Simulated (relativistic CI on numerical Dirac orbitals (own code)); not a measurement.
Run report: Ti³⁺, relativistic CI calculation

System: Ti³⁺.
Method: Dirac-Coulomb-Breit CI, KLI orbitals optimised for each configuration, model QED (radiative potential, 1s self-energy scaled to tabulated hydrogen-like ionisation energies), valence Slater integrals scaled by 0.9, multiplet model of core-to-valence dipole absorption in a parametric crystal field (relativistic CI on numerical Dirac orbitals, in-house).

Input:
```
atom Ti  Z=22  charge=3  electrons=19
nucleus A=48  rms_radius_fm=3.5921
hamiltonian dirac-coulomb  breit=on  qed=on  c_scale=1
orbitals kli  potential=per-configuration
slater_scale 0.9
correlation none
mixing on
configurations
  [Ar] 3d
  [He] 2s2 2p5 3s2 3p6 3d2
end
absorption L2,3 T=300 lorentz=0.4 gauss=0.3
crystal_field Td 10Dq=-5750
```

Hardware: 1 CPU thread, shared host.

The run was one of a batch that the task file lists, launched with:
```bash
python <driver script> task.json out
```

The program writes its results to a structured record and prints no log; tables and figures of this report are taken from that record.

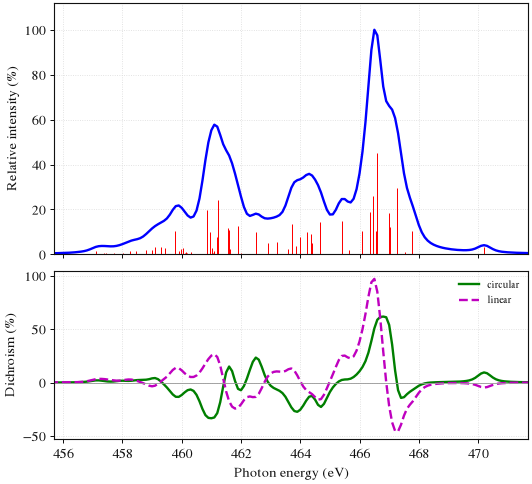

Fig. 1: L₂,₃ X-ray absorption of Ti³⁺, [Ar] 3d, in a field of Td symmetry with 10Dq = −5,750 cm⁻¹. Sticks are the strongest transitions, on a scale of their own. Multiplet model: relativistic Dirac–Coulomb–Breit theory, one configuration a step, Slater integrals scaled by 0.9, 300 K, Voigt broadening (Lorentzian 0.4 eV, Gaussian 0.3 eV full widths), computed with a radial Dirac CI code. Dichroism is for the ground state at zero temperature, magnetised by an exchange field of 10 meV on Sz (linear: z less the mean of x and y). The main maxima lie at 459.9 eV (22), 461.1 eV (58), 462.5 eV (18), 464.3 eV (36), 465.4 eV (25) and 466.5 eV (100), heights in % of the largest; the centroid is at 464.1 eV. The ground state has S = 0.50. The circular dichroism (Δm = −1 less Δm = +1) is largest at 466.8 eV, 62 % of the isotropic maximum. The magnetised ground state has ⟨Lz⟩ = 0.10 and ⟨Sz⟩ = −0.50.

Summary:

- outcome: converged

Remarks:

To bear in mind: free-ion energies, so absolute edge positions are off by a few eV from solids.
